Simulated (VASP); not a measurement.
Energy against volume of PbF2 (fluorite). All values below come from AM05 GGA, VASP's PBE PAW potentials (set 64) (plane waves; VASP 6.6.1).

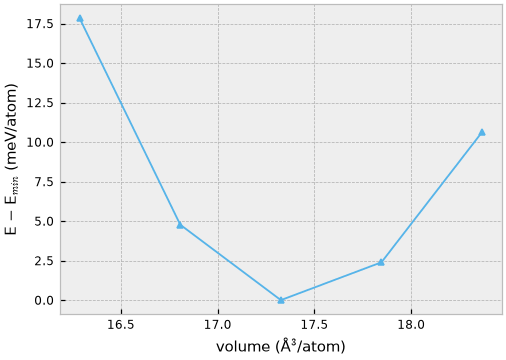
Figure: Energy against volume

Q: Estimate the equilibrium volume and the bulk modulus.

A: The minimum lies near 17.4 Å³/atom, and the curvature gives B0 of about 71 GPa.

Measured: bulk modulus 64.0 GPa (computed value off by +10.6 %), a 5.940 Å (computed value off by -0.1 %), as given by E. Cadelano et al., The European Physical Journal B (2011), arXiv:1107.5962. The calculation is for a static lattice, while the measured bulk modulus, a hold thermal and zero-point effects, which are part of the difference.

The compound is PbF2 in the fluorite structure, the β form. It was relaxed first.
